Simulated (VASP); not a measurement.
Energy against volume of Cr (bcc, AFM order). All values below come from RPBE GGA, VASP's PBE PAW potentials (set 64) (plane waves; VASP).

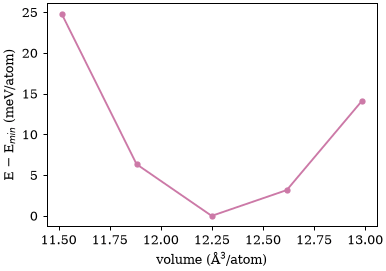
Energy against volume

Task: Estimate the equilibrium volume and the bulk modulus.

Result: The minimum lies near 12.3 Å³/atom, and the curvature gives B0 of about 140 GPa.

Measured: a 2.877 Å at 0 K (computed value off by +1.1 %), as given by H. Levämäki et al., Physical Review B (2014), arXiv:1402.3671 [corrected for temperature and zero-point phonon effects].

The compound is Cr in the bcc, AFM order structure. It was relaxed first.
